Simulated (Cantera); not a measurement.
Feed: 1 mol SiHCl3, a varied amount of N2, at 1750 °C and 49.0 Pa.

Cantera equilibrium calculation (NASA polynomials, part measured and part estimated; ideal gas, pure solids and liquids). Candidate condensed phases: NH4Cl, Si, Si3N4; 28 gas species. The tables' values for SiCl, SiCl3, SiN are old estimates; treat these amounts as uncertain. Kinetics and transport are ignored.

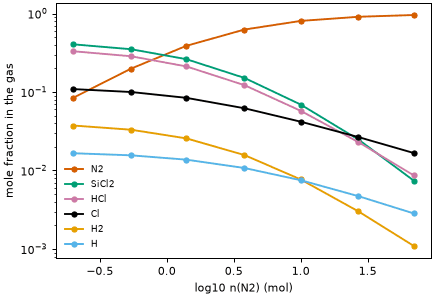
Fig. 1. Equilibrium gas composition (values under 1e-9 drawn at 1e-9)

From 0.2 mol N2 to 70 mol N2 nothing is condensed. The main Si-bearing gas is SiCl2 throughout.
